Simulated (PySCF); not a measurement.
# CH6O3Si2: NMR shifts at several levels of theory, part 1 of 2

Aim: compute the NMR shifts of CH6O3Si2 (`O=C(O)[SiH2]O[SiH3]`) at several levels, and see how far they spread and what each costs.

Programs: PySCF 2.14.0, with density-fitted response routines of our own. Each step states its level of theory. These are calculated values for one molecule in the gas phase, unless marked as measured. Atoms are numbered from 0 throughout.

## Step 1: Starting geometry

12 atoms, charge 0, multiplicity 1; geometry from: GFN2-xTB. The atoms were then displaced at random by about 0.01 Å, so the start is not that level's minimum.

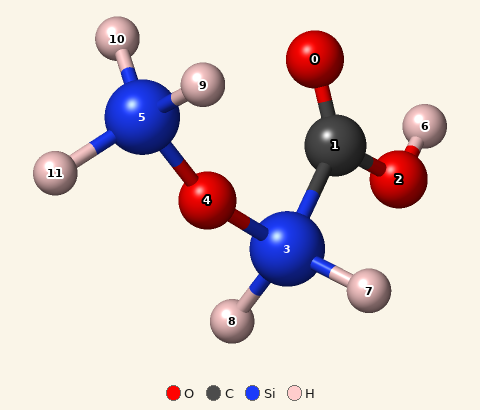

The starting geometry (oxygen red, carbon dark grey, silicon blue, hydrogen pink), atoms numbered.

## Step 2: Geometry optimisation at PBE0-D3(BJ)/def2-SVP

The job: settings as JSON, then the geometry in Å.

```
{"job": {"xc": "PBE0", "basis": "def2-SVP", "d3": "d3bj", "grid": 1, "shake": 0.01, "kind": "geom"}, "charge": 0, "multiplicity": 1}
O      1.440580     0.002500    -1.472730
C      1.661140    -0.059510    -0.301120
O      2.908980    -0.154250     0.136410
Si     0.425060    -0.070480     1.131250
O     -1.084850     0.002500     0.491200
Si    -2.269810     0.137290    -0.620470
H      3.567440    -0.146810    -0.598900
H      0.624570     1.115710     1.956870
H      0.503380    -1.338570     1.861830
H     -2.524780     1.560170    -0.765100
H     -1.830590    -0.509090    -1.841190
H     -3.381440    -0.567730     0.012930
```

On the command line:

```console
$ OMP_NUM_THREADS=1 python probes_run.py task.json out
```

This one command runs all jobs of the session in turn.

The log of the run:

```text
step   0  E = -845.53406637  max force = 0.027476
step   1  E = -845.54238053  max force = 0.006289
step   2  E = -845.54262767  max force = 0.008041
step   3  E = -845.54295081  max force = 0.006107
step   4  E = -845.54335595  max force = 0.004054
step   5  E = -845.54442504  max force = 0.008225
step   6  E = -845.54467831  max force = 0.003173
step   7  E = -845.54491293  max force = 0.001614
step   8  E = -845.54494134  max force = 0.000563
step   9  E = -845.54495392  max force = 0.000304
optimisation converged
```

Run time: 59 s. Hardware: 1 thread of Arm Neoverse V2, shared host; peak memory 0.51 GiB.

Step by step:

```
step  energy from step 0 (eV)  largest force component (eV/Å)
   0                   0.0000                          1.4129
   1                  -0.2262                          0.3234
   2                  -0.2330                          0.4135
   3                  -0.2418                          0.3140
   4                  -0.2528                          0.2085
   5                  -0.2819                          0.4229
   6                  -0.2888                          0.1632
   7                  -0.2951                          0.0830
   8                  -0.2959                          0.0290
   9                  -0.2963                          0.0156
```

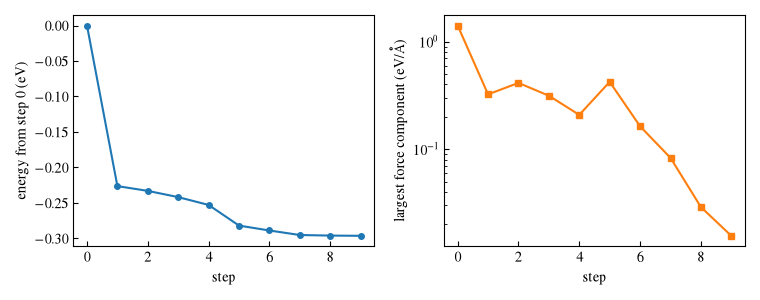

Energy and largest force along the relaxation.

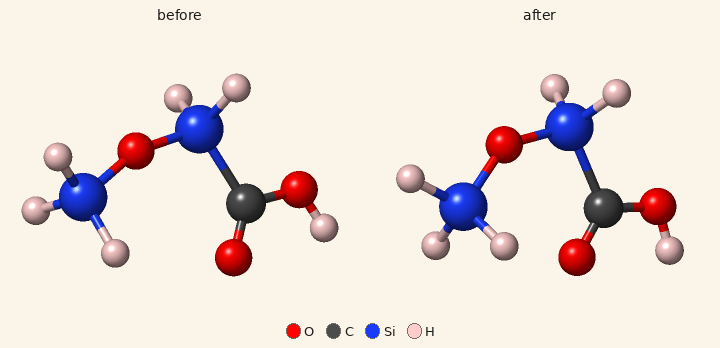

Before and after, at one scale.

Close pairs (by a distance rule), those that changed most:

```csv
bond,before (Å),after (Å),change (Å)
O4–Si5,1.630,1.673,+0.042
Si5–H10,1.449,1.490,+0.040
Si5–H9,1.453,1.489,+0.036
C1–Si3,1.892,1.925,+0.033
Si5–H11,1.461,1.492,+0.031
Si3–H7,1.459,1.488,+0.029
Si3–H8,1.466,1.489,+0.024
O0–C1,1.194,1.208,+0.014
```

The end geometry stands in the next job.

| at the end point | value |
| --- | --- |
| rotational constants (GHz, main isotopes) | 4.209, 1.463, 1.115 |
| dipole moment (D) | 1.68 |

## Step 3: Nuclear shieldings: PBE0/6-31G*

The job: settings as JSON, then the geometry in Å.

```
{"job": {"kind": "nmr", "xc": "PBE0", "basis": "6-31G*", "pop": true}, "charge": 0, "multiplicity": 1}
O      0.981683     0.273630    -1.327172
C      1.481693     0.088571    -0.243721
O      2.802584     0.050930    -0.052444
Si     0.390582    -0.172983     1.320358
O     -1.152346    -0.078873     0.765752
Si    -2.040847     0.033223    -0.646820
H      3.225493     0.193533    -0.918333
H      0.674142     0.902279     2.309464
H      0.686450    -1.509089     1.907749
H     -1.847348     1.361172    -1.292548
H     -1.693864    -1.071135    -1.584850
H     -3.470392    -0.105018    -0.243319
```

Level: GIAO PBE0/6-31G* NMR shielding, non-relativistic, gas phase.

The log of the run:

```text
coarse grid: 11312 points
cycle   1  E = -845.7137912432  dE =  7.480e-01  |g| = 1.080e+00  |ddm| = 3.266e+00
cycle   2  E = -845.1502026123  dE =  5.636e-01  |g| = 2.005e+00  |ddm| = 2.210e+00
cycle   3  E = -845.9194086706  dE = -7.692e-01  |g| = 3.075e-01  |ddm| = 1.626e+00
cycle   4  E = -845.9358284354  dE = -1.642e-02  |g| = 1.132e-01  |ddm| = 2.864e-01
cycle   5  E = -845.9381051034  dE = -2.277e-03  |g| = 2.704e-02  |ddm| = 9.111e-02
cycle   6  E = -845.9382513268  dE = -1.462e-04  |g| = 8.719e-03  |ddm| = 2.797e-02
cycle   7  E = -845.9382649020  dE = -1.358e-05  |g| = 1.943e-03  |ddm| = 6.665e-03
cycle   8  E = -845.9382657526  dE = -8.506e-07  |g| = 4.088e-04  |ddm| = 2.089e-03
final grid: 100920 points
cycle   9  E = -845.8705711725  dE = -1.765e-06  |g| = 8.884e-03  |ddm| = 1.380e-02
cycle  10  E = -845.8705415948  dE =  2.958e-05  |g| = 1.532e-02  |ddm| = 1.515e-02
cycle  11  E = -845.8705852701  dE = -4.368e-05  |g| = 1.805e-03  |ddm| = 1.028e-02
cycle  12  E = -845.8705859089  dE = -6.388e-07  |g| = 1.443e-04  |ddm| = 1.320e-03
cycle  13  E = -845.8705859125  dE = -3.618e-09  |g| = 6.789e-05  |ddm| = 1.725e-04
cycle  14  E = -845.8705859133  dE = -8.249e-10  |g| = 2.484e-05  |ddm| = 6.034e-05
converged SCF energy = -845.8705859133

GIAO shielding tensors (ppm)
atom      isotropic    diamagn.    paramagn.     s11        s22        s33       span
  0 O     -113.994     399.296    -513.290   -435.718   -186.825    280.561    716.278
  1 C       23.254     254.717    -231.463    -70.805     41.555     99.012    169.817
  2 O      128.243     395.112    -266.869    -49.609    182.345    251.992    301.601
  3 Si     442.614     881.621    -439.007    384.963    417.916    524.962    139.999
  4 O      329.773     393.509     -63.736    279.154    341.764    368.401     89.247
  5 Si     423.666     879.734    -456.068    391.152    393.625    486.219     95.067
  6 H       25.836      28.001      -2.165     19.958     24.632     32.919     12.961
  7 H       26.661      29.035      -2.375     23.083     25.336     31.563      8.480
  8 H       26.645      29.136      -2.491     23.054     25.346     31.537      8.483
  9 H       26.523      29.836      -3.313     23.426     24.974     31.169      7.743
 10 H       26.562      30.015      -3.453     23.488     25.129     31.068      7.579
 11 H       26.763      28.239      -1.476     23.314     25.333     31.641      8.327
```

Run time: 9.3 s. Hardware: 1 thread of Arm Neoverse V2, shared host; peak memory 0.59 GiB.

Shifts follow as δ = σ(reference) − σ, with reference shieldings (ppm) from runs at the same level and on the same kind of geometry: 1H TMS 31.96, 13C TMS 194.1, 29Si TMS 418.1, 17O H2O 324.2. The references are single molecules in the gas phase, so shifts against H2O, NH3, PH3, H3PO4 or CFCl3 are not on the usual liquid scales and can be off by tens of ppm. Atoms listed in one row are averaged.

```
       atoms                           environment  σ (ppm)  δ (ppm)
          C1                       carbonyl carbon     23.3    170.9
          H6   hydrogen on an acid hydroxyl oxygen    25.84     6.13
H9, H10, H11     hydrogen on a silicon bonded to O    26.62     5.35
      H7, H8  hydrogen on a silicon bonded to C, O    26.65     5.31
          O0                       carbonyl oxygen   -114.0    438.2
          O2                  acid hydroxyl oxygen    128.2    195.9
          O4                 oxygen bonded to 2 Si    329.8     -5.6
         Si5              silicon bonded to O, 3 H    423.7     -5.6
         Si3           silicon bonded to C, O, 2 H    442.6    -24.5
```

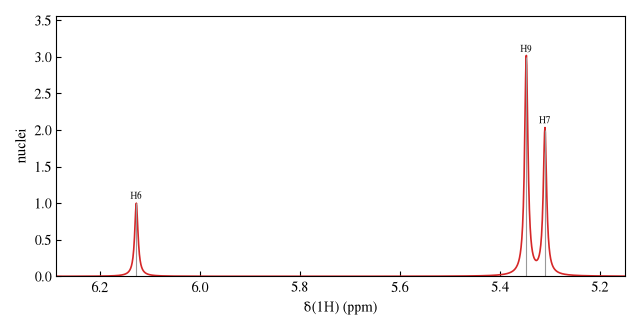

1H lines at the computed shifts, without couplings. Lines are broadened to a width of 0.01 ppm (Lorentzian).

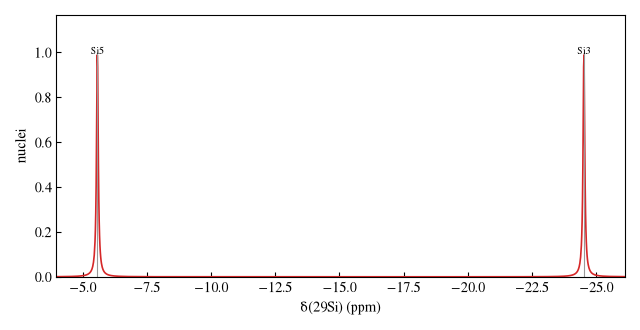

29Si lines at the computed shifts, without couplings. Lines are broadened to a width of 0.08 ppm (Lorentzian).

The run also stored atomic charges by several schemes (e):

```
atoms  Mulliken    IAO  Hirshfeld  ESP fit
   O0     -0.41  -0.44      -0.24    -0.47
   C1      0.36   0.27       0.12     0.51
   O2     -0.57  -0.46      -0.16    -0.59
  Si3      0.68   0.94       0.39     0.48
   O4     -0.68  -0.86      -0.31    -0.41
  Si5      0.61   0.83       0.36     0.44
```

Hirshfeld charges:

| atom | value (e) |
| --- | --- |
| O0 | -0.24 |
| C1 | 0.12 |
| O2 | -0.16 |
| Si3 | 0.39 |
| O4 | -0.31 |
| Si5 | 0.36 |
| H6 | 0.19 |
| H7 | -0.06 |
| H8 | -0.07 |
| H9 | -0.07 |
| H10 | -0.07 |
| H11 | -0.08 |

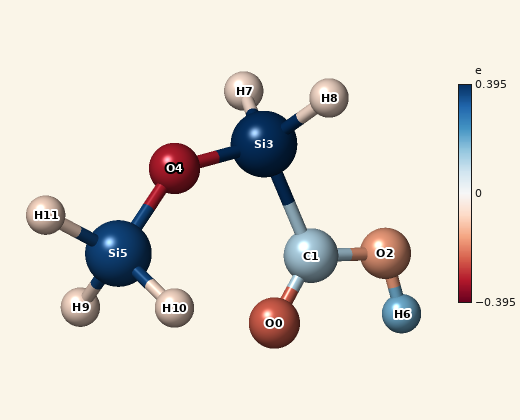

Hirshfeld charges, as colours on the atoms.

Mayer bond orders: O0–C1 1.82, C1–O2 1.06, C1–Si3 0.84, Si3–O4 1.00, O4–Si5 0.88.

## Step 4: Shielding tensors: PBE0/6-311+G(2d,p)

Same as in step 3 but for these lines:

```diff
@@ -1,2 +1,2 @@
-{"job": {"kind": "nmr", "xc": "PBE0", "basis": "6-31G*", "pop": true}, "charge": 0, "multiplicity": 1}
+{"job": {"kind": "nmr", "xc": "PBE0", "basis": "6-311+G(2d,p)", "pop": true}, "charge": 0, "multiplicity": 1}
 O      0.981683     0.273630    -1.327172
```

Level: GIAO PBE0/6-311+G(2d,p) NMR shielding, non-relativistic, gas phase.

The log of the run:

```text
coarse grid: 11312 points
cycle   1  E = -845.7845312281  dE =  7.288e-01  |g| = 1.136e+00  |ddm| = 2.814e+00
cycle   2  E = -845.1624935747  dE =  6.220e-01  |g| = 2.131e+00  |ddm| = 1.838e+00
cycle   3  E = -845.9930681718  dE = -8.306e-01  |g| = 3.221e-01  |ddm| = 1.352e+00
cycle   4  E = -846.0092694697  dE = -1.620e-02  |g| = 1.352e-01  |ddm| = 2.445e-01
cycle   5  E = -846.0122921811  dE = -3.023e-03  |g| = 2.985e-02  |ddm| = 8.834e-02
cycle   6  E = -846.0124406316  dE = -1.485e-04  |g| = 1.156e-02  |ddm| = 2.585e-02
cycle   7  E = -846.0124624091  dE = -2.178e-05  |g| = 2.173e-03  |ddm| = 6.446e-03
cycle   8  E = -846.0124633175  dE = -9.084e-07  |g| = 6.327e-04  |ddm| = 1.971e-03
final grid: 100920 points
cycle   9  E = -846.0304163736  dE = -2.929e-05  |g| = 1.101e-02  |ddm| = 2.925e-02
cycle  10  E = -846.0303757743  dE =  4.060e-05  |g| = 1.854e-02  |ddm| = 1.429e-02
cycle  11  E = -846.0304344513  dE = -5.868e-05  |g| = 2.292e-03  |ddm| = 1.002e-02
cycle  12  E = -846.0304353454  dE = -8.941e-07  |g| = 6.085e-04  |ddm| = 1.488e-03
cycle  13  E = -846.0304354073  dE = -6.190e-08  |g| = 1.238e-04  |ddm| = 3.683e-04
cycle  14  E = -846.0304354095  dE = -2.209e-09  |g| = 4.268e-05  |ddm| = 8.426e-05
cycle  15  E = -846.0304354099  dE = -3.126e-10  |g| = 6.184e-06  |ddm| = 2.740e-05
converged SCF energy = -846.0304354099

GIAO shielding tensors (ppm)
atom      isotropic    diamagn.    paramagn.     s11        s22        s33       span
  0 O     -154.975     394.690    -549.664   -485.076   -228.656    248.808    733.885
  1 C        0.547     252.218    -251.671   -101.980     21.959     81.663    183.643
  2 O      108.127     390.086    -281.959    -75.009    156.634    242.756    317.765
  3 Si     392.112     876.638    -484.526    330.865    368.694    476.777    145.911
  4 O      320.854     408.491     -87.637    279.548    331.446    351.569     72.021
  5 Si     378.137     876.436    -498.299    339.651    343.413    451.345    111.694
  6 H       25.398      30.556      -5.158     20.118     23.815     32.261     12.142
  7 H       26.197      27.886      -1.689     22.924     24.800     30.868      7.943
  8 H       26.178      27.920      -1.742     22.908     24.791     30.837      7.930
  9 H       25.990      28.759      -2.768     23.049     24.558     30.364      7.316
 10 H       26.034      28.846      -2.812     23.115     24.683     30.304      7.189
 11 H       26.266      27.897      -1.631     23.079     24.720     30.998      7.919
```

Wall time 26 s (1 thread of Arm Neoverse V2, shared host); peak memory 0.96 GiB.

This run: δ C1 185.9, O0 481.5, O2 218.4, O4 5.7, H6 6.11, H9 5.41 ppm (means over like atoms).

## Step 5: Shielding tensors: PBE0/def2-SVP

Same as in step 4 but for these lines:

```diff
@@ -1,2 +1,2 @@
-{"job": {"kind": "nmr", "xc": "PBE0", "basis": "6-311+G(2d,p)", "pop": true}, "charge": 0, "multiplicity": 1}
+{"job": {"kind": "nmr", "xc": "PBE0", "basis": "def2-SVP", "pop": true}, "charge": 0, "multiplicity": 1}
 O      0.981683     0.273630    -1.327172
```

Method: GIAO PBE0/def2-SVP NMR shielding, non-relativistic, gas phase.

The log of the run:

```text
coarse grid: 11312 points
cycle   1  E = -845.1880499153  dE =  7.075e-01  |g| = 1.081e+00  |ddm| = 3.455e+00
cycle   2  E = -844.6192534912  dE =  5.688e-01  |g| = 2.013e+00  |ddm| = 2.331e+00
cycle   3  E = -845.3926411386  dE = -7.734e-01  |g| = 3.116e-01  |ddm| = 1.714e+00
cycle   4  E = -845.4094671207  dE = -1.683e-02  |g| = 1.140e-01  |ddm| = 2.880e-01
cycle   5  E = -845.4117779528  dE = -2.311e-03  |g| = 2.677e-02  |ddm| = 9.277e-02
cycle   6  E = -845.4119180579  dE = -1.401e-04  |g| = 9.125e-03  |ddm| = 2.880e-02
cycle   7  E = -845.4119328540  dE = -1.480e-05  |g| = 1.961e-03  |ddm| = 7.448e-03
cycle   8  E = -845.4119337069  dE = -8.529e-07  |g| = 4.244e-04  |ddm| = 2.218e-03
final grid: 100920 points
cycle   9  E = -845.5357483036  dE = -4.190e-06  |g| = 9.998e-03  |ddm| = 1.778e-02
cycle  10  E = -845.5357122570  dE =  3.605e-05  |g| = 1.706e-02  |ddm| = 1.803e-02
cycle  11  E = -845.5357658789  dE = -5.362e-05  |g| = 1.997e-03  |ddm| = 1.203e-02
cycle  12  E = -845.5357666510  dE = -7.721e-07  |g| = 1.499e-04  |ddm| = 1.426e-03
cycle  13  E = -845.5357666545  dE = -3.508e-09  |g| = 8.743e-05  |ddm| = 2.089e-04
cycle  14  E = -845.5357666558  dE = -1.382e-09  |g| = 2.373e-05  |ddm| = 7.745e-05
cycle  15  E = -845.5357666560  dE = -1.169e-10  |g| = 4.084e-06  |ddm| = 2.398e-05
converged SCF energy = -845.5357666560

GIAO shielding tensors (ppm)
atom      isotropic    diamagn.    paramagn.     s11        s22        s33       span
  0 O     -127.584     398.614    -526.198   -461.821   -205.699    284.768    746.589
  1 C       16.482     261.312    -244.831    -80.094     33.365     96.174    176.267
  2 O      131.355     389.090    -257.736    -49.976    191.665    252.375    302.350
  3 Si     456.915     881.757    -424.842    407.819    434.374    528.552    120.733
  4 O      335.055     394.373     -59.318    284.007    350.739    370.421     86.414
  5 Si     446.178     878.676    -432.498    413.173    414.958    510.403     97.230
  6 H       25.296      30.399      -5.102     19.073     23.788     33.028     13.954
  7 H       26.346      29.048      -2.702     22.863     24.971     31.203      8.340
  8 H       26.332      29.160      -2.828     22.837     24.994     31.164      8.326
  9 H       26.182      30.023      -3.840     23.151     24.651     30.745      7.594
 10 H       26.222      30.220      -3.997     23.226     24.804     30.637      7.412
 11 H       26.442      28.120      -1.678     23.046     24.945     31.336      8.289
```

Wall time 11 s (1 thread of Arm Neoverse V2, shared host); peak memory 0.65 GiB.

Key values: δ C1 177.2, O0 470.6, O2 211.7, O4 8.0, H6 6.05, H9 5.06 ppm (means over like atoms).

## Step 6: Nuclear shieldings: PBE0/def2-TZVP

Same as in step 5 but for these lines:

```diff
@@ -1,2 +1,2 @@
-{"job": {"kind": "nmr", "xc": "PBE0", "basis": "def2-SVP", "pop": true}, "charge": 0, "multiplicity": 1}
+{"job": {"kind": "nmr", "xc": "PBE0", "basis": "def2-TZVP", "pop": true}, "charge": 0, "multiplicity": 1}
 O      0.981683     0.273630    -1.327172
```

Method: GIAO PBE0/def2-TZVP NMR shielding, non-relativistic, gas phase.

The log of the run:

```text
coarse grid: 11312 points
cycle   1  E = -845.8368845791  dE =  7.225e-01  |g| = 1.136e+00  |ddm| = 2.692e+00
cycle   2  E = -845.2259159562  dE =  6.110e-01  |g| = 2.124e+00  |ddm| = 1.742e+00
cycle   3  E = -846.0453285947  dE = -8.194e-01  |g| = 3.225e-01  |ddm| = 1.320e+00
cycle   4  E = -846.0617474152  dE = -1.642e-02  |g| = 1.310e-01  |ddm| = 2.117e-01
cycle   5  E = -846.0645502678  dE = -2.803e-03  |g| = 3.038e-02  |ddm| = 7.271e-02
cycle   6  E = -846.0647109446  dE = -1.607e-04  |g| = 1.073e-02  |ddm| = 2.267e-02
cycle   7  E = -846.0647295761  dE = -1.863e-05  |g| = 2.292e-03  |ddm| = 5.845e-03
cycle   8  E = -846.0647305941  dE = -1.018e-06  |g| = 6.332e-04  |ddm| = 1.943e-03
final grid: 100920 points
cycle   9  E = -846.0624146210  dE = -2.375e-05  |g| = 9.978e-03  |ddm| = 2.652e-02
cycle  10  E = -846.0623805678  dE =  3.405e-05  |g| = 1.704e-02  |ddm| = 1.174e-02
cycle  11  E = -846.0624300921  dE = -4.952e-05  |g| = 2.045e-03  |ddm| = 8.095e-03
cycle  12  E = -846.0624308223  dE = -7.301e-07  |g| = 4.076e-04  |ddm| = 1.125e-03
cycle  13  E = -846.0624308487  dE = -2.640e-08  |g| = 1.025e-04  |ddm| = 2.318e-04
cycle  14  E = -846.0624308501  dE = -1.449e-09  |g| = 4.346e-05  |ddm| = 6.553e-05
cycle  15  E = -846.0624308504  dE = -3.192e-10  |g| = 6.685e-06  |ddm| = 2.592e-05
converged SCF energy = -846.0624308504

GIAO shielding tensors (ppm)
atom      isotropic    diamagn.    paramagn.     s11        s22        s33       span
  0 O     -158.687     400.159    -558.846   -495.013   -234.172    253.123    748.136
  1 C       -0.591     251.032    -251.623   -103.262     19.425     82.064    185.326
  2 O      108.284     387.574    -279.290    -76.606    158.265    243.194    319.800
  3 Si     381.170     877.642    -496.472    320.154    356.465    466.890    146.736
  4 O      315.618     380.541     -64.923    277.264    325.015    344.576     67.312
  5 Si     367.831     879.441    -511.610    329.447    332.218    441.829    112.382
  6 H       25.317      28.684      -3.368     19.879     23.817     32.253     12.374
  7 H       26.194      29.249      -3.054     22.980     24.800     30.803      7.823
  8 H       26.178      29.350      -3.171     22.972     24.788     30.775      7.803
  9 H       25.968      29.913      -3.945     23.076     24.503     30.325      7.249
 10 H       26.011      30.069      -4.058     23.147     24.619     30.267      7.120
 11 H       26.244      28.317      -2.074     23.143     24.654     30.935      7.791
```

It took 31 s on 1 thread of Arm Neoverse V2, shared host; peak memory 0.95 GiB.

This run: δ C1 187.2, O0 491.3, O2 224.3, O4 17.0, H6 6.16, H9 5.41 ppm (means over like atoms).

## Step 7: Nuclear shieldings: PBE0/cc-pVDZ

Same as in step 6 but for these lines:

```diff
@@ -1,2 +1,2 @@
-{"job": {"kind": "nmr", "xc": "PBE0", "basis": "def2-TZVP", "pop": true}, "charge": 0, "multiplicity": 1}
+{"job": {"kind": "nmr", "xc": "PBE0", "basis": "cc-pVDZ", "pop": true}, "charge": 0, "multiplicity": 1}
 O      0.981683     0.273630    -1.327172
```

Level: GIAO PBE0/cc-pVDZ NMR shielding, non-relativistic, gas phase.

The log of the run:

```text
coarse grid: 11312 points
cycle   1  E = -845.6860034799  dE =  7.958e-01  |g| = 1.091e+00  |ddm| = 6.241e+00
cycle   2  E = -845.1027887141  dE =  5.832e-01  |g| = 2.036e+00  |ddm| = 3.539e+00
cycle   3  E = -845.8925705467  dE = -7.898e-01  |g| = 3.151e-01  |ddm| = 2.343e+00
cycle   4  E = -845.9097609023  dE = -1.719e-02  |g| = 1.149e-01  |ddm| = 4.424e-01
cycle   5  E = -845.9120714822  dE = -2.311e-03  |g| = 2.909e-02  |ddm| = 1.481e-01
cycle   6  E = -845.9122383934  dE = -1.669e-04  |g| = 9.387e-03  |ddm| = 4.881e-02
cycle   7  E = -845.9122540486  dE = -1.566e-05  |g| = 2.085e-03  |ddm| = 1.304e-02
cycle   8  E = -845.9122550132  dE = -9.646e-07  |g| = 4.440e-04  |ddm| = 3.690e-03
final grid: 100920 points
cycle   9  E = -845.9224853389  dE = -3.143e-06  |g| = 8.832e-03  |ddm| = 2.951e-02
cycle  10  E = -845.9224555358  dE =  2.980e-05  |g| = 1.534e-02  |ddm| = 2.701e-02
cycle  11  E = -845.9224991814  dE = -4.365e-05  |g| = 1.817e-03  |ddm| = 1.755e-02
cycle  12  E = -845.9224998256  dE = -6.442e-07  |g| = 1.507e-04  |ddm| = 2.008e-03
cycle  13  E = -845.9224998291  dE = -3.550e-09  |g| = 8.059e-05  |ddm| = 3.571e-04
cycle  14  E = -845.9224998304  dE = -1.245e-09  |g| = 2.311e-05  |ddm| = 1.207e-04
cycle  15  E = -845.9224998305  dE = -1.050e-10  |g| = 4.424e-06  |ddm| = 4.215e-05
converged SCF energy = -845.9224998305

GIAO shielding tensors (ppm)
atom      isotropic    diamagn.    paramagn.     s11        s22        s33       span
  0 O     -126.699     403.349    -530.047   -452.691   -200.585    273.180    725.870
  1 C       19.037     258.096    -239.059    -78.362     36.506     98.968    177.329
  2 O      130.486     387.520    -257.034    -50.594    187.295    254.758    305.353
  3 Si     462.305     883.641    -421.336    408.405    439.106    539.402    130.997
  4 O      338.786     388.481     -49.695    283.514    356.316    376.528     93.014
  5 Si     446.966     880.690    -433.724    413.059    417.444    510.396     97.337
  6 H       25.465      30.299      -4.834     19.179     24.431     32.785     13.606
  7 H       26.299      29.370      -3.072     22.626     24.889     31.381      8.755
  8 H       26.289      29.479      -3.190     22.621     24.901     31.346      8.725
  9 H       26.097      30.118      -4.021     22.904     24.517     30.870      7.966
 10 H       26.146      30.305      -4.159     22.990     24.679     30.768      7.778
 11 H       26.321      28.459      -2.137     22.695     24.841     31.428      8.733
```

Run time: 12 s. Hardware: 1 thread of Arm Neoverse V2, shared host; peak memory 0.67 GiB.

This run: δ C1 177.7, O0 470.0, O2 212.8, O4 4.6, H6 5.82, H9 5.10 ppm (means over like atoms).

(Continued in part 2 of 2.)
